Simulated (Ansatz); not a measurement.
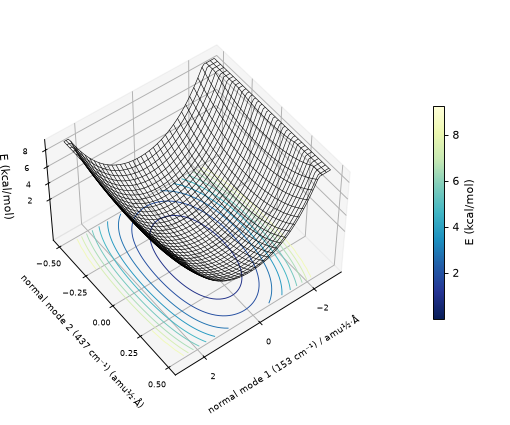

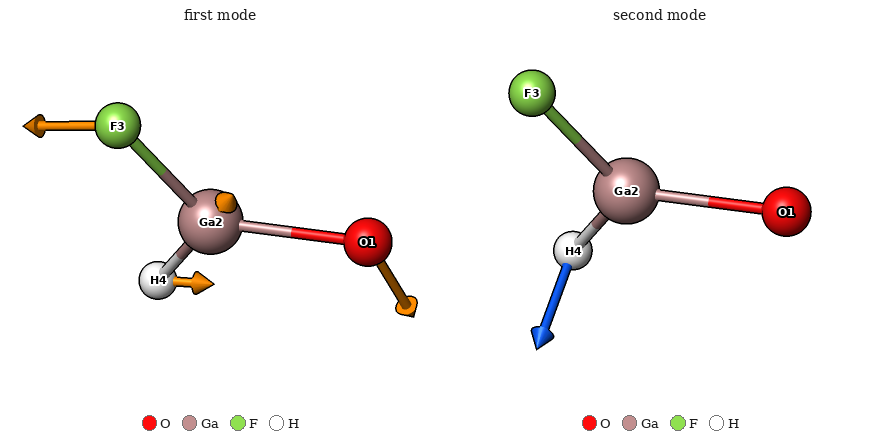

Energy landscape of FGaHO, SMILES [O][GaH][F], spin multiplicity 2. 
- Coordinates scanned: (1) normal mode 1 (153 cm⁻¹); (2) normal mode 2 (437 cm⁻¹).
- Nothing is relaxed (straight displacements along the two mass-weighted modes).
- The scan uses a 9 × 9 grid; 45 points were computed and 36 follow by symmetry.
- All energies are given in kcal/mol relative to the lowest grid point.
- These are results of Ansatz 0.2.0, UKS PBE-D4/def2-TZVP, not measurements.

The picture shows a relief with its contours projected below, any walls above the top of the colour scale cut off. Between grid points the surface is interpolated. The second picture is the structure at the lowest point

> Where are the wells?

The lowest grid point is at normal mode 1 (153 cm⁻¹) = 0.00 amu½·Å, normal mode 2 (437 cm⁻¹) = 0.000 amu½·Å. It is the only kind of minimum in the scanned range. The highest grid point, normal mode 1 (153 cm⁻¹) = −2.64 amu½·Å, normal mode 2 (437 cm⁻¹) = −0.488 amu½·Å, lies 12.6 kcal/mol above the lowest.

Each point was launched as `ansatz run input.yaml --threads 1 --pin off --max-ram 2560MiB --backend cpu --events-out ev --progress --plain --runs-dir out`. The whole map (45 points run) took 6.8 min on 1 thread of Arm Neoverse V2 (shared host).
